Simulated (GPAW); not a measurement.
# Surface energy and work function of Sr(110) from slabs of 4 to 14 layers (RPBE)

How do energy and work function of Sr(110) films settle with thickness, and what surface energy follows?

Set-up. GPAW 26.7.0, plane waves at 450 eV with PAW setups; symmetric 1×1 slabs cut at the tabulated lattice constant (two decimals; low-temperature values for the alkali metals), atoms at bulk places, 7.5 Å of vacuum on each side, one in-plane mesh for all thicknesses, Fermi-Dirac smearing of 0.1 eV. Energies are extrapolated to zero smearing and count from the program's reference atoms. Functional RPBE. The cell's area is 26.139 Å².

What came out, but for one run:

```
layers  energy (eV)  work function (eV)
     4      −4.7826                2.48
     5      −6.2639                2.53
     6      −7.7473                2.52
     7      −9.2384                2.51
     8     −10.7274                2.52
     9     −12.2150                2.51
    10     −13.7036                2.52
    11     −15.1940                2.51
    12     −16.6820                2.52
    14            ?                   ?
```

To predict: What surface energy do these runs give, and what energy and work function should the 14-layer slab have?

**Working.** A slab of n layers has E(n) = nε + 2Aγ once its middle is bulk-like. A line through n = 6 to 12 has the slope ε = −1.4890 eV a layer and the intercept 2Aγ = 1.1855 eV (r.m.s. residual 0.8 meV). So γ = 1.1855 / (2 × 26.139 Å²) = 0.0227 eV/Å² = 0.36 J/m², with a standard error of under 0.01 J/m² from the scatter about the line. For 14 layers: 1.1855 + 14 × (−1.4890) = −19.660 eV; the run gives −19.660 eV, 0.4 meV over the line. The work function has no such law: from 6 to 12 layers it moves between 2.51 and 2.52 eV (mean 2.52), and the 14-layer slab gives 2.52 eV. The thinnest slab, 4 layers, lies −0.04 eV from that mean.

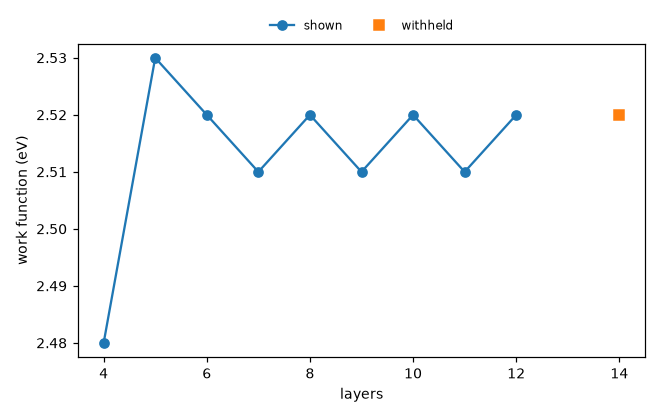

Work function against thickness.

Caveats: The surfaces are unrelaxed, so γ is an upper bound for this functional and lattice constant. The tabulated lattice constant isn't the functional's own, which strains the slab a little.

[Logs are printed without paths, hosts, clocks, repeated set-up lines and the standing remarks that a program may print on its own settings, such as how far it seeks lower states.]
